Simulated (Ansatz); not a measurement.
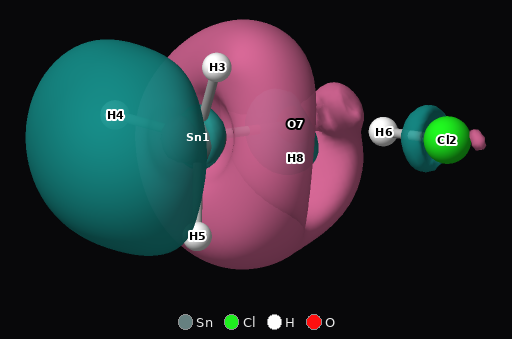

The picture shows: H4OSn···HCl. The LUMO at ±0.08 Å⁻³ᐟ² (teal and pink are the two phases), seen from one side.

The product side of a reaction path; geometry: PBE0-D4/def2-TZVP; core potentials replace the inner electrons of Sn.

Method: Ansatz 0.2.0, RKS PBE0-D4/def2-TZVPP.

The calculation's input:

```
crystal:
  periodic: [false, false, false]
  atoms:
    - {symbol: Sn, position_ang: [-0.528228, 0.991556, -0.378380]}
    - {symbol: Cl, position_ang: [0.924769, -2.830855, -0.406898]}
    - {symbol: H, position_ang: [-1.741795, 0.083542, -1.131910]}
    - {symbol: H, position_ang: [-1.107839, 2.318146, 0.520355]}
    - {symbol: H, position_ang: [0.762545, 1.423872, -1.400614]}
    - {symbol: H, position_ang: [0.621000, -1.747309, 0.295966]}
    - {symbol: O, position_ang: [0.192884, -0.297843, 0.964591]}
    - {symbol: H, position_ang: [0.876664, 0.058791, 1.536793]}
basis:
  gaussian: {orbitals: def2-TZVPP}
hamiltonian: {xc: pbe0, dispersion: d4}
output: {orbitals: {seedname: orbitals}}
```

Launched as:

```sh
ansatz run in.yaml --threads 4 --pin off --events-out ev --progress --plain --max-ram 9574MiB
```

Q: Where does this orbital lie, and at what energy?

A: It lies mainly on Sn1 (about 60 %), O7 (about 15 %) and H8 (about 10 %). Its energy is −1.07 eV.
